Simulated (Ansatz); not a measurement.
# CH₅ClGeSe: basis-set convergence

How large a basis does CH₅ClGeSe need? Two functionals are run in growing sets.

Computed with Ansatz 0.2.0, Gaussian basis. Level: one geometry, several basis sets.

Levels to be run: PBE0-D4/def2-SVP; ωB97M-V/def2-SVP; PBE0-D4/def2-QZVPP; ωB97M-V/def2-QZVPP; the functionals' def2-TZVPP values are taken from earlier runs.

## Step 1: Structure used throughout

All runs share one geometry, relaxed beforehand with PBE0-D4 in a triple-zeta def2 set.

SMILES `C[Se][GeH2][Cl]`, 9 atoms, charge 0, spin multiplicity 1.

Atoms are counted from 1 here; the program's logs count them from 0.

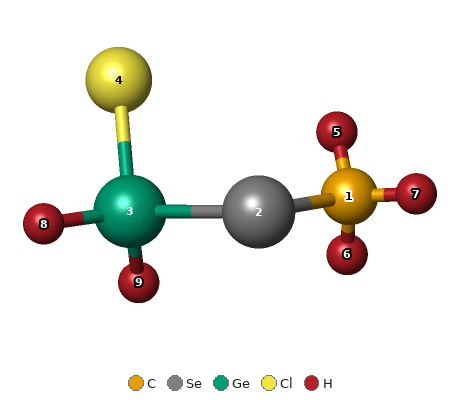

The structure; carbon amber, selenium grey, germanium teal, chlorine yellow, hydrogen red; atoms are numbered from 1 in the order of the file.

Geometry (Å):

```tsv
atom	x (Å)	y (Å)	z (Å)
C1	-0.85436	1.23337	0.59543
Se2	0.46020	1.16541	-0.85218
Ge3	0.80776	-1.13238	-0.76824
Cl4	1.63177	-1.68704	1.15523
H5	-0.40790	0.86659	1.51714
H6	-1.73798	0.65453	0.33441
H7	-1.12421	2.28174	0.71004
H8	1.82722	-1.52124	-1.84334
H9	-0.51399	-1.90737	-0.86548
```

## Step 2: PBE0-D4 in def2-SVP

in.yaml

```yaml
crystal:
  periodic: [false, false, false]
  atoms:
    - {symbol: C, position_ang: [-0.854360, 1.233367, 0.595431]}
    - {symbol: Se, position_ang: [0.460195, 1.165408, -0.852184]}
    - {symbol: Ge, position_ang: [0.807761, -1.132382, -0.768241]}
    - {symbol: Cl, position_ang: [1.631772, -1.687038, 1.155232]}
    - {symbol: H, position_ang: [-0.407900, 0.866590, 1.517137]}
    - {symbol: H, position_ang: [-1.737980, 0.654533, 0.334413]}
    - {symbol: H, position_ang: [-1.124212, 2.281738, 0.710037]}
    - {symbol: H, position_ang: [1.827218, -1.521244, -1.843340]}
    - {symbol: H, position_ang: [-0.513993, -1.907373, -0.865485]}
basis:
  gaussian: {orbitals: def2-SVP}
hamiltonian: {xc: pbe0, dispersion: d4}
output: {orbitals: {seedname: orbitals}}
```

Launch:

```
$ ansatz run in.yaml --threads 4 --pin off --events-out ev --progress --plain --max-ram 10444MiB
```

Log:

```text
Functional definition: PBE0
  name "PBE0"
  cite "Adamo & Barone, J. Chem. Phys. 110, 6158 (1999) doi:10.1063/1.478522"
  cite "Perdew, Burke & Ernzerhof, Phys. Rev. Lett. 77, 3865 (1996) doi:10.1103/PhysRevLett.77.3865"
  parent pbe
  parameter a = 0.25
  parameter kappa = 0.804
  parameter beta = 0.06672455060314922
  exchange = (1 - a)*pbe_x(kappa = kappa, mu = beta*pi^2/3) + a*exact_x
  correlation = pbe_c(beta = beta)
1187 factors; integrals over basis functions are off by at most 1.4e-3 eV
mean field evaluation 1: about -135467.4922 eV, gradient 3.8e1 eV
mean field evaluation 2: about -135465.4616 eV, gradient 4.6e1 eV
mean field evaluation 4: about -135470.6765 eV, gradient 9.0e-1 eV
mean field evaluation 8: about -135470.7430 eV, gradient 8.1e-2 eV
mean field evaluation 16: about -135470.7430 eV, gradient 1.8e-5 eV
mean field -135470.74301428 eV, -4978.4579804073 hartree, gradient 1.8e-5 eV, S^2 0.000000; 0 other end points of the search recorded, 0 dependent functions left out
reference -135470.74304030 eV, -4978.4579813634 hartree; 47, 47 occupied and 74, 74 virtual orbitals, 1187 factors
Total energy: -135470.94997474 eV, -4978.4655860636 hartree
```

Wall time 1.3 s (4 threads of INTEL XEON PLATINUM 8581C at 2.10GHz, shared host).

## Step 3: ωB97M-V in def2-SVP

in.yaml, as its differences from that of step 2:

```diff
@@ -14,3 +14,3 @@
   gaussian: {orbitals: def2-SVP}
-hamiltonian: {xc: pbe0, dispersion: d4}
+hamiltonian: {xc: {name: wB97M-V}}
 output: {orbitals: {seedname: orbitals}}
```

Launched as before.

Log, shortened:

```text
Functional definition: wB97M-V
  name "wB97M-V"
  cite "Mardirossian & Head-Gordon, J. Chem. Phys. 144, 214110 (2016) doi:10.1063/1.4952647"
  cite "Becke, J. Chem. Phys. 107, 8554 (1997) doi:10.1063/1.475007"
  cite "Vydrov & Van Voorhis, J. Chem. Phys. 133, 244103 (2010) doi:10.1063/1.3521275"
  # Of w^i u^j: cxij and so on, Table III.
[...]
  gx(w, u) = 1 - cx + cx01*u + cx10*w
  gss(w, u) = css00 + css04*u^4 + css10*w + css20*w^2 + css43*w^4*u^3
  gos(w, u) = cos00 + cos10*w + (cos20 + cos21*u)*w^2 + (cos60 + cos61*u)*w^6
[...]
      + integral(e_c_pw_mod_opposite_spin*gos(b97_w_opposite, b97_u_opposite)) + vv10(b, c)
1187 factors; integrals over basis functions are off by at most 1.4e-3 eV
290 factors; integrals over basis functions are off by at most 5.5e-6 eV
[...]
mean field -135482.76891370 eV, -4978.8999240595 hartree, gradient 6.7e-5 eV, S^2 0.000000; 0 other end points of the search recorded, 0 dependent functions left out
reference -135482.76895350 eV, -4978.8999255220 hartree; 47, 47 occupied and 74, 74 virtual orbitals, 1187 factors
Total energy: -135482.76895350 eV, -4978.8999255220 hartree
```

It took 3.5 s on 4 threads of INTEL XEON PLATINUM 8581C at 2.10GHz, shared host.

## Step 4: PBE0-D4 in def2-QZVPP

in.yaml, as its differences from that of step 3:

```diff
@@ -13,4 +13,4 @@
 basis:
-  gaussian: {orbitals: def2-SVP}
-hamiltonian: {xc: {name: wB97M-V}}
+  gaussian: {orbitals: "def2-QZVPP.json"}
+hamiltonian: {xc: pbe0, dispersion: d4}
 output: {orbitals: {seedname: orbitals}}
```

The command is unchanged.

Log:

```text
Functional definition: PBE0
  name "PBE0"
  cite "Adamo & Barone, J. Chem. Phys. 110, 6158 (1999) doi:10.1063/1.478522"
  cite "Perdew, Burke & Ernzerhof, Phys. Rev. Lett. 77, 3865 (1996) doi:10.1103/PhysRevLett.77.3865"
  parent pbe
  parameter a = 0.25
  parameter kappa = 0.804
  parameter beta = 0.06672455060314922
  exchange = (1 - a)*pbe_x(kappa = kappa, mu = beta*pi^2/3) + a*exact_x
  correlation = pbe_c(beta = beta)
1969 factors; their error is unknown
mean field evaluation 1: about -135489.1990 eV, gradient 4.9e1 eV
mean field evaluation 2: about -135485.4647 eV, gradient 6.1e1 eV
mean field evaluation 4: about -135494.1545 eV, gradient 2.2e0 eV
mean field evaluation 8: about -135494.1625 eV, gradient 5.7e-2 eV
mean field evaluation 16: about -135494.5163 eV, gradient 1.5e-4 eV
mean field -135494.51628257 eV, -4979.3316319026 hartree, gradient 3.8e-5 eV, S^2 0.000000; 0 other end points of the search recorded, 0 dependent functions left out
reference -135494.51631928 eV, -4979.3316332519 hartree; 47, 47 occupied and 408, 408 virtual orbitals, 1969 factors
Total energy: -135494.72325372 eV, -4979.3392379520 hartree
```

Wall time 8.5 s (4 threads of INTEL XEON PLATINUM 8581C at 2.10GHz, shared host); peak memory 2.3 GiB.

## Step 5: ωB97M-V in def2-QZVPP

in.yaml, as its differences from that of step 4:

```diff
@@ -14,3 +14,3 @@
   gaussian: {orbitals: "def2-QZVPP.json"}
-hamiltonian: {xc: pbe0, dispersion: d4}
+hamiltonian: {xc: {name: wB97M-V}}
 output: {orbitals: {seedname: orbitals}}
```

Launched as before.

Log, shortened:

```text
Functional definition: wB97M-V
  name "wB97M-V"
  cite "Mardirossian & Head-Gordon, J. Chem. Phys. 144, 214110 (2016) doi:10.1063/1.4952647"
  cite "Becke, J. Chem. Phys. 107, 8554 (1997) doi:10.1063/1.475007"
  cite "Vydrov & Van Voorhis, J. Chem. Phys. 133, 244103 (2010) doi:10.1063/1.3521275"
  # Of w^i u^j: cxij and so on, Table III.
[...]
  gx(w, u) = 1 - cx + cx01*u + cx10*w
  gss(w, u) = css00 + css04*u^4 + css10*w + css20*w^2 + css43*w^4*u^3
  gos(w, u) = cos00 + cos10*w + (cos20 + cos21*u)*w^2 + (cos60 + cos61*u)*w^6
[...]
      + integral(e_c_pw_mod_opposite_spin*gos(b97_w_opposite, b97_u_opposite)) + vv10(b, c)
1916 factors; their error is unknown
356 factors; integrals over basis functions are off by at most 4.0e-5 eV
[...]
mean field -135506.45270051 eV, -4979.7702871714 hartree, gradient 4.0e-5 eV, S^2 0.000000; 0 other end points of the search recorded, 0 dependent functions left out
reference -135506.45275884 eV, -4979.7702893147 hartree; 47, 47 occupied and 408, 408 virtual orbitals, 1916 factors
Total energy: -135506.45275884 eV, -4979.7702893147 hartree
```

Wall time 16 s (4 threads of INTEL XEON PLATINUM 8581C at 2.10GHz, shared host); peak memory 2.6 GiB.

## Step 6: Density functionals: the series

The def2-TZVPP values come from earlier runs at the same geometry.

```tsv
functional	basis	functions	energy (eV)	from the largest (eV)	HOMO (eV)	LUMO (eV)
PBE0-D4	def2-SVP	121	-135470.9500	23.773	-6.79	-0.42
PBE0-D4	def2-TZVPP	239	-135491.6938	3.029	-6.89	-0.72
PBE0-D4	def2-QZVPP	455	-135494.7233	0.000	-6.91	-0.81
ωB97M-V	def2-SVP	121	-135482.7690	23.684	-8.92	1.60
ωB97M-V	def2-TZVPP	239	-135503.5082	2.945	-9.04	1.15
ωB97M-V	def2-QZVPP	455	-135506.4528	0.000	-9.06	0.93
```

## Step 7: What came out

| quantity | value |
| --- | --- |
| PBE0-D4: double and triple zeta above quadruple | 23.77, 3.03 eV |
| ωB97M-V: double and triple zeta above quadruple | 23.68, 2.94 eV |

PBE0-D4 gains 20.74 eV from double to triple zeta, then 3.03 eV more. Total energies overstate the basis error of differences, where much of it tends to cancel. The LUMO of ωB97M-V is positive and keeps falling with the basis (1.60 to 0.93 eV): an unbound level that the basis holds in place.

For PBE0-D4 the largest set took about 7 times as long as the smallest (8.5 s against 1.3 s).
